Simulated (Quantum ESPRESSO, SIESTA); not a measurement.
# Birch–Murnaghan line for diamond Ge, QE, PBEsol

Calculated with Quantum ESPRESSO 7.5: PBEsol; plane waves, GBRV 1.5 ultrasoft, 45/270 Ry; k-mesh 7×7×7. The volume is changed in steps from typed lattice constants. V0 = 22.728 Å³ an atom is where a Birch–Murnaghan fit to this level's pressures, the withheld one apart, crosses zero; rows within 2.5 % of V0 are left out, since F is ill-conditioned there. The typed cell is scaled evenly, with no relaxation, and each row is a single point.

| volume (Å³/atom) | pressure (GPa) |
| --- | --- |
| 21.977 | 2.418 |
| 23.41 | -1.855 |
| 23.888 | -2.943 |
| 24.366 | -3.943 |
| 24.843 | -4.855 |
| 25.321 | -5.659 |
| 25.799 | ? |

Task: Fit the third-order Birch–Murnaghan equation to the rows given and extrapolate to the withheld row.

Worked fit:

Take the Eulerian strain f = ½[(V0/V)^(2/3) − 1] and the normalised pressure F = P / [3f(1 + 2f)^(5/2)]. The third-order Birch–Murnaghan equation is then the line F = B0 + (3/2)B0(B′ − 4) f, so u = f and v = F.

| u = f | v = F (GPa) |
| --- | --- |
| 0.0113268 | 67.2832 |
| -0.00975872 | 66.5626 |
| -0.0163206 | 65.3078 |
| -0.0226671 | 65.1149 |
| -0.0287969 | 65.1819 |
| -0.0347459 | 65.0002 |

With n = 6: mean u = -0.0168271, mean v = 65.7418, Σ(u − ū)² = 0.0013413, Σ(u − ū)(v − v̄) = 0.072631. Slope b = 0.072631 / 0.0013413 = 54.149; intercept a = v̄ − b ū = 66.653.

So B0 = 66.65 GPa and B′ = 4 + 2b/(3a) = 4.54. At the withheld volume f = -0.04051, F = 64.46 GPa, and P = 3f(1 + 2f)^(5/2) F.

Prediction at 25.799: -6.342 GPa. The run gave -6.37 GPa, so the fit is high by 0.028 GPa (0.44 % of the value).

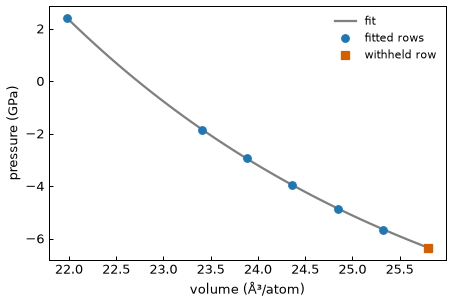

The fit, the rows that it rests on and the withheld row.

A fit to this level's energies over the whole scan gives V0 = 22.827 Å³, B0 = 65.01 GPa and B′ = 4.21. Among the rows given, the largest miss of the fit is at 23.888, by 0.021 GPa (0.24 % of the range of the table).

Limits: The nuclei are static. The DFT runs use Fermi–Dirac occupations of width 0.01 eV, and energies are free energies. The pressures scatter by 0.03 GPa r.m.s. about a smooth curve, which shows enlarged in F and loosens B′.

[Hosts, paths, dates, database ids (printed as entryN), source tags and the programs' standing remarks are cut or masked in the printed files.]
